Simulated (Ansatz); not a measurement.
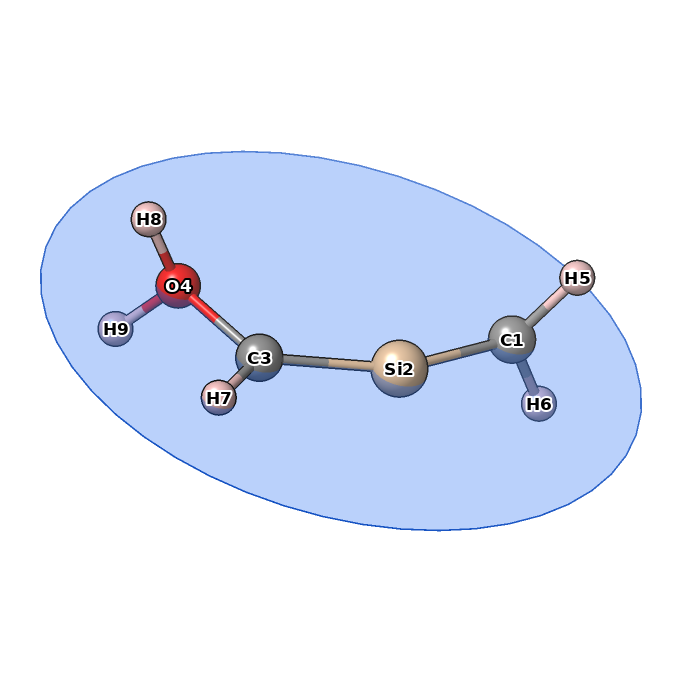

A disc through the centre of mass is drawn in. Atoms fade into the background with distance from the viewer. State: charge +1, singlet. The geometry was computed by an optimisation with PBE0-D4/def2-TZVP. No frequency run is at hand to confirm it as a minimum.

### Is the plane of the disc a mirror plane of the structure?

Yes. The reflection leaves C1, Si2, C3, O4, H7 in place and moves H5 ↔ H6; H8 ↔ H9. The point group is Cs.
